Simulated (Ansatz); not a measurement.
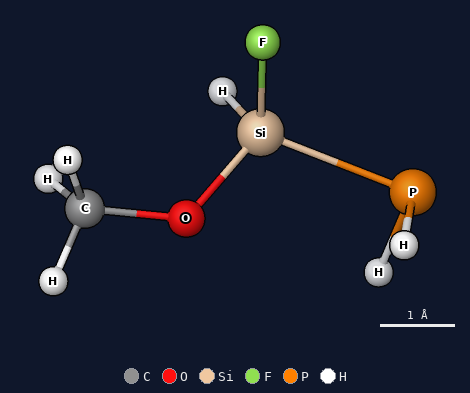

Fig. 1: The input geometry (ball-and-stick view, seen at a tilt). Bond lengths as drawn: C–H 1.10 to 1.11 Å, C–O 1.41 Å, F–Si 1.63 Å, H–P 1.43 Å, H–Si 1.49 Å, O–Si 1.65 Å and P–Si 2.24 Å.

**Nudged elastic band of CH6FOPSi (part 1 of 2)**

The run: nudged elastic band of CH6FOPSi, SMILES CO[SiH](F)P. Method and program: RKS PBE0-D4/def2-SVP (Ansatz 0.2.0).

It belongs to a series of runs on one base structure; here: band between the two ends.

Input
```yaml
crystal:
  periodic: [false, false, false]
  atoms:
    - { symbol: C, position_ang: [-1.552988, 0.907034, -0.531044] }
    - { symbol: O, position_ang: [-0.655859, -0.094318, -0.119073] }
    - { symbol: Si, position_ang: [0.934017, 0.137037, 0.249043] }
    - { symbol: F, position_ang: [1.039141, 1.08858, 1.563815] }
    - { symbol: P, position_ang: [1.903308, -1.826965, 0.721246] }
    - { symbol: H, position_ang: [-2.478872, 0.426778, -0.880024] }
    - { symbol: H, position_ang: [-1.806578, 1.587148, 0.299678] }
    - { symbol: H, position_ang: [-1.145308, 1.51142, -1.362091] }
    - { symbol: H, position_ang: [1.623482, 0.866344, -0.853405] }
    - { symbol: H, position_ang: [1.449529, -2.387294, -0.51335] }
    - { symbol: H, position_ang: [0.755527, -2.272764, 1.445805] }
basis:
  gaussian: { orbitals: def2-SVP }
hamiltonian:
  xc: pbe0
  dispersion: d4
neb:
  order_check: false
  images: 9
  f_tol: 0.05
  max_iterations: 60
  final_atoms:
    - { symbol: C, position_ang: [-1.64453617, 1.05374985, -0.5047005] }
    - { symbol: O, position_ang: [-0.84267347, -0.07550099, -0.26847866] }
    - { symbol: Si, position_ang: [0.78132266, -0.06412111, 0.00097344] }
    - { symbol: F, position_ang: [1.08759195, 0.74332945, 1.38087823] }
    - { symbol: P, position_ang: [1.39363512, -2.21424245, 0.11745241] }
    - { symbol: H, position_ang: [-2.63451462, 0.71654813, -0.84535957] }
    - { symbol: H, position_ang: [-1.77818284, 1.65212269, 0.41258252] }
    - { symbol: H, position_ang: [-1.2168188, 1.70772232, -1.28642061] }
    - { symbol: H, position_ang: [1.5039094, 0.68469572, -1.0670082] }
    - { symbol: H, position_ang: [2.65792002, -1.87895596, 0.69495383] }
    - { symbol: H, position_ang: [0.75774574, -2.38234765, 1.3857271] }
  initial_path:
    images:
      - { positions_ang: [[-1.552988, 0.907034, -0.531044], [-0.655859, -0.094318, -0.119073], [0.934017, 0.137037, 0.249043], [1.039141, 1.08858, 1.563815], [1.903308, -1.826965, 0.721246], [-2.478872, 0.426778, -0.880024], [-1.806578, 1.587148, 0.299678], [-1.145308, 1.51142, -1.362091], [1.623482, 0.866344, -0.853405], [1.449529, -2.387294, -0.51335], [0.755527, -2.272764, 1.445805]] }
      - { positions_ang: [[-1.55160059, 0.9177179, -0.53008714], [-0.68449946, -0.1078083, -0.18131045], [0.89276626, 0.11153768, 0.22256342], [0.9914344, 1.05380556, 1.54042054], [1.82557364, -1.8637984, 0.69963997], [-2.49628756, 0.48878035, -0.89132441], [-1.7901808, 1.56437256, 0.32920731], [-1.13722627, 1.55853743, -1.33683716], [1.62012636, 0.82592868, -0.85490781], [1.55373069, -2.38565544, -0.53688367], [0.84156233, -2.22041802, 1.5601194]] }
      - { positions_ang: [[-1.55021319, 0.92840181, -0.52913027], [-0.71313992, -0.1212986, -0.2435479], [0.85151551, 0.08603836, 0.19608383], [0.94372781, 1.01903112, 1.51702607], [1.74783928, -1.9006318, 0.67803394], [-2.51370312, 0.5507827, -0.90262482], [-1.77378361, 1.54159711, 0.35873663], [-1.12914453, 1.60565486, -1.31158332], [1.61677071, 0.78551336, -0.85641062], [1.65793239, -2.38401687, -0.56041734], [0.92759766, -2.16807204, 1.67443381]] }
      - { positions_ang: [[-1.54882578, 0.93908571, -0.52817341], [-0.74178038, -0.1347889, -0.30578535], [0.81026477, 0.06053903, 0.16960425], [0.89602121, 0.98425667, 1.49363161], [1.67010492, -1.93746521, 0.6564279], [-2.53111867, 0.61278505, -0.91392522], [-1.75738641, 1.51882167, 0.38826594], [-1.1210628, 1.65277229, -1.28632948], [1.61341507, 0.74509803, -0.85791343], [1.76213408, -2.38237831, -0.58395101], [1.01363298, -2.11572605, 1.78874821]] }
      - { positions_ang: [[-1.54743837, 0.94976962, -0.52721654], [-0.77042083, -0.1482792, -0.3680228], [0.76901402, 0.03503971, 0.14312467], [0.84831462, 0.94948223, 1.47023714], [1.59237055, -1.97429861, 0.63482187], [-2.54853423, 0.6747874, -0.92522563], [-1.74098921, 1.49604623, 0.41779525], [-1.11298106, 1.69988973, -1.26107564], [1.61005943, 0.70468271, -0.85941624], [1.86633577, -2.38073975, -0.60748469], [1.09966831, -2.06338007, 1.90306261]] }
      - { positions_ang: [[-1.54605097, 0.96045352, -0.52625968], [-0.79906129, -0.1617695, -0.43026024], [0.72776328, 0.00954039, 0.11664508], [0.80060802, 0.91470779, 1.44684268], [1.51463619, -2.01113201, 0.61321584], [-2.56594979, 0.73678975, -0.93652604], [-1.72459202, 1.47327079, 0.44732457], [-1.10489933, 1.74700716, -1.23582181], [1.60670379, 0.66426739, -0.86091905], [1.97053747, -2.37910118, -0.63101836], [1.18570364, -2.01103409, 2.01737702]] }
      - { positions_ang: [[-1.56574801, 0.97911279, -0.52194784], [-0.80778373, -0.1445158, -0.39790393], [0.73847516, -0.00519191, 0.09351075], [0.85800481, 0.88043212, 1.43364979], [1.49043598, -2.0517541, 0.51406315], [-2.57966275, 0.73274143, -0.91829275], [-1.73531018, 1.50904117, 0.44037616], [-1.12728322, 1.73915019, -1.24594157], [1.58614491, 0.66835305, -0.90213688], [2.10801398, -2.27907214, -0.36582392], [1.10011206, -2.0852968, 1.89104703]] }
      - { positions_ang: [[-1.58544505, 0.99777205, -0.51763601], [-0.81650617, -0.1272621, -0.36554761], [0.74918703, -0.01992421, 0.07037643], [0.9154016, 0.84615645, 1.4204569], [1.46623577, -2.09237618, 0.41491047], [-2.59337572, 0.72869311, -0.90005945], [-1.74602835, 1.54481155, 0.43342775], [-1.14966711, 1.73129322, -1.25606133], [1.56558603, 0.67243872, -0.94335471], [2.24549049, -2.17904309, -0.10062948], [1.01452048, -2.15955951, 1.76471705]] }
      - { positions_ang: [[-1.60514209, 1.01643132, -0.51332417], [-0.8252286, -0.11000839, -0.33319129], [0.75989891, -0.03465651, 0.0472421], [0.97279838, 0.81188078, 1.40726401], [1.44203555, -2.13299827, 0.31575778], [-2.60708869, 0.72464478, -0.88182616], [-1.75674651, 1.58058193, 0.42647934], [-1.17205101, 1.72343626, -1.26618109], [1.54502715, 0.67652439, -0.98457254], [2.382967, -2.07901405, 0.16456496], [0.9289289, -2.23382223, 1.63838707]] }
      - { positions_ang: [[-1.62483913, 1.03509058, -0.50901234], [-0.83395104, -0.09275469, -0.30083498], [0.77061079, -0.04938881, 0.02410777], [1.03019517, 0.77760512, 1.39407112], [1.41783534, -2.17362036, 0.21660509], [-2.62080165, 0.72059646, -0.86359286], [-1.76746467, 1.61635231, 0.41953093], [-1.1944349, 1.71557929, -1.27630085], [1.52446828, 0.68061006, -1.02579037], [2.52044351, -1.97898501, 0.4297594], [0.84333732, -2.30808494, 1.51205709]] }
      - { positions_ang: [[-1.64453617, 1.05374985, -0.5047005], [-0.84267347, -0.07550099, -0.26847866], [0.78132266, -0.06412111, 0.00097344], [1.08759195, 0.74332945, 1.38087823], [1.39363512, -2.21424245, 0.11745241], [-2.63451462, 0.71654813, -0.84535957], [-1.77818284, 1.65212269, 0.41258252], [-1.2168188, 1.70772232, -1.28642061], [1.5039094, 0.68469572, -1.0670082], [2.65792002, -1.87895596, 0.69495383], [0.75774574, -2.38234765, 1.3857271]] }
```

Machine: 2 threads of Intel Xeon (Granite Rapids), 16 GiB of memory available, shared host.

Run as:
```bash
ansatz run input.yaml --threads 2 --pin off --max-ram 3072MiB --backend cpu --events-out ev --progress --plain --runs-dir out
```

Output
```
Engine: ansatz 0.2.0, x86_64-unknown-linux-gnu
Functional definition: PBE0
  parameter a = 0.25
  parameter kappa = 0.804
  parameter beta = 0.06672455060314922
  exchange = (1 - a)*pbe_x(kappa = kappa, mu = beta*pi^2/3) + a*exact_x
  correlation = pbe_c(beta = beta)
1115 factors; integrals over basis functions are off by at most 3.5e-4 eV
mean field evaluation 1: about -23040.2738 eV, gradient 4.8e1 eV
mean field evaluation 2: about -23035.5463 eV, gradient 7.1e1 eV
mean field evaluation 4: about -23044.6497 eV, gradient 2.8e0 eV
mean field evaluation 8: about -23044.6777 eV, gradient 3.3e-2 eV
mean field -23044.67770881 eV, -846.8762855553 hartree, gradient 5.5e-5 eV, S^2 0.000000; 0 other end points of the search recorded, 0 dependent functions left out
the calculation of the forces begins
reference -23044.67773602 eV, -846.8762865552 hartree; 29, 29 occupied and 79, 79 virtual orbitals, 1115 factors
1115 factors; integrals over basis functions are off by at most 3.5e-4 eV
mean field evaluation 16: about -23035.6921 eV, gradient 7.1e1 eV
mean field -23044.69743418 eV, -846.8770104490 hartree, gradient 2.2e-5 eV, S^2 0.000000; 0 other end points of the search recorded, 0 dependent functions left out
[... from here on the field's lines of each further geometry are left out, up to the last ...]
NEB iter   1: max|band force component| = 3.458e1 eV/Å  barrier→ = 7.2394 eV  barrier← = 7.2587 eV  Δτ_max = 0.2000 Å  (276 SCF iters)
NEB iter   2: max|band force component| = 1.068e1 eV/Å  barrier→ = 1.9288 eV  barrier← = 1.9482 eV  Δτ_max = 0.2000 Å  (257 SCF iters)
NEB iter   3: max|band force component| = 6.216e0 eV/Å  barrier→ = 1.1267 eV  barrier← = 1.1460 eV  Δτ_max = 0.1981 Å  (248 SCF iters)
NEB iter   4: max|band force component| = 1.506e0 eV/Å  barrier→ = 0.9805 eV  barrier← = 0.9998 eV  Δτ_max = 0.1958 Å  (252 SCF iters)
NEB iter   5: max|band force component| = 7.340e-1 eV/Å  barrier→ = 0.9289 eV  barrier← = 0.9483 eV  Δτ_max = 0.0695 Å  (255 SCF iters)
NEB iter   6: max|band force component| = 6.528e-1 eV/Å  barrier→ = 0.9633 eV  barrier← = 0.9826 eV  Δτ_max = 0.0967 Å  (246 SCF iters)
NEB iter   7: max|band force component| = 4.983e-1 eV/Å  barrier→ = 0.9902 eV  barrier← = 1.0095 eV  CI = image 4  Δτ_max = 0.1992 Å  (248 SCF iters)
NEB iter   8: max|band force component| = 2.724e-1 eV/Å  barrier→ = 1.0088 eV  barrier← = 1.0281 eV  CI = image 4  Δτ_max = 0.1998 Å  (245 SCF iters)
NEB iter   9: max|band force component| = 3.838e-1 eV/Å  barrier→ = 1.0020 eV  barrier← = 1.0213 eV  CI = image 4  Δτ_max = 0.1003 Å  (251 SCF iters)
NEB iter  10: max|band force component| = 2.181e-1 eV/Å  barrier→ = 0.9950 eV  barrier← = 1.0144 eV  CI = image 4  Δτ_max = 0.1001 Å  (251 SCF iters)
NEB iter  11: max|band force component| = 1.758e-1 eV/Å  barrier→ = 0.9895 eV  barrier← = 1.0088 eV  CI = image 4  Δτ_max = 0.1015 Å  (250 SCF iters)
NEB iter  12: max|band force component| = 3.438e-1 eV/Å  barrier→ = 0.9842 eV  barrier← = 1.0035 eV  CI = image 4  Δτ_max = 0.0504 Å  (249 SCF iters)
NEB iter  13: max|band force component| = 1.652e-1 eV/Å  barrier→ = 0.9818 eV  barrier← = 1.0011 eV  CI = image 4  Δτ_max = 0.1001 Å  (251 SCF iters)
NEB iter  14: max|band force component| = 2.615e-1 eV/Å  barrier→ = 0.9788 eV  barrier← = 0.9981 eV  CI = image 4  Δτ_max = 0.0500 Å  (248 SCF iters)
NEB iter  15: max|band force component| = 1.931e-1 eV/Å  barrier→ = 0.9769 eV  barrier← = 0.9962 eV  CI = image 4  Δτ_max = 0.0502 Å  (250 SCF iters)
NEB iter  16: max|band force component| = 1.153e-1 eV/Å  barrier→ = 0.9756 eV  barrier← = 0.9949 eV  CI = image 4  Δτ_max = 0.0500 Å  (252 SCF iters)
NEB iter  17: max|band force component| = 1.455e-1 eV/Å  barrier→ = 0.9746 eV  barrier← = 0.9939 eV  CI = image 4  Δτ_max = 0.0250 Å  (255 SCF iters)
NEB iter  18: max|band force component| = 9.835e-2 eV/Å  barrier→ = 0.9738 eV  barrier← = 0.9931 eV  CI = image 4  Δτ_max = 0.0250 Å  (257 SCF iters)
NEB iter  19: max|band force component| = 6.698e-2 eV/Å  barrier→ = 0.9731 eV  barrier← = 0.9925 eV  CI = image 4  Δτ_max = 0.0251 Å  (253 SCF iters)
NEB iter  20: max|band force component| = 1.208e-1 eV/Å  barrier→ = 0.9726 eV  barrier← = 0.9919 eV  CI = image 4  Δτ_max = 0.0125 Å  (257 SCF iters)
NEB iter  21: max|band force component| = 5.333e-2 eV/Å  barrier→ = 0.9724 eV  barrier← = 0.9917 eV  CI = image 4  Δτ_max = 0.0250 Å  (218 SCF iters)
NEB iter  22: max|band force component| = 4.838e-2 eV/Å  barrier→ = 0.9719 eV  barrier← = 0.9913 eV  CI = image 4  Δτ_max = 0.0250 Å  (257 SCF iters)
NEB iter  23: max|band force component| = 1.172e-1 eV/Å  barrier→ = 0.9716 eV  barrier← = 0.9909 eV  CI = image 4  Δτ_max = 0.0500 Å  (28 SCF iters)
NEB iter  24: max|band force component| = 6.649e-2 eV/Å  barrier→ = 0.9712 eV  barrier← = 0.9905 eV  CI = image 4  Δτ_max = 0.0504 Å  (251 SCF iters)
NEB iter  25: max|band force component| = 2.433e-1 eV/Å  barrier→ = 0.9709 eV  barrier← = 0.9903 eV  CI = image 4  Δτ_max = 0.0250 Å  (248 SCF iters)
NEB iter  26: max|band force component| = 6.244e-2 eV/Å  barrier→ = 0.9708 eV  barrier← = 0.9902 eV  CI = image 4  Δτ_max = 0.0455 Å  (257 SCF iters)
NEB iter  27: max|band force component| = 4.342e-2 eV/Å  barrier→ = 0.9708 eV  barrier← = 0.9901 eV  CI = image 4  Δτ_max = 0.0269 Å  (462 SCF iters)
NEB iter  28: max|band force component| = 1.299e-1 eV/Å  barrier→ = 0.9707 eV  barrier← = 0.9900 eV  CI = image 4  Δτ_max = 0.0337 Å  (29 SCF iters)
NEB iter  29: max|band force component| = 9.612e-2 eV/Å  barrier→ = 0.9707 eV  barrier← = 0.9900 eV  CI = image 4  Δτ_max = 0.0297 Å  (242 SCF iters)
the calculation of the forces begins
reference -23044.69556443 eV, -846.8769417370 hartree; 29, 29 occupied and 79, 79 virtual orbitals, 1115 factors
1115 factors; integrals over basis functions are off by at most 5.6e-4 eV
mean field -23043.70918552 eV, -846.8406929809 hartree, gradient 3.0e-5 eV, S^2 0.000000; 1 other end points of the search recorded, 0 dependent functions left out
the calculation of the forces begins
reference -23043.70921439 eV, -846.8406940416 hartree; 29, 29 occupied and 79, 79 virtual orbitals, 1115 factors
NEB iter  30: max|band force component| = 3.685e-2 eV/Å  barrier→ = 0.9707 eV  barrier← = 0.9900 eV  CI = image 4  Δτ_max = 0.0000 Å  (457 SCF iters)
```
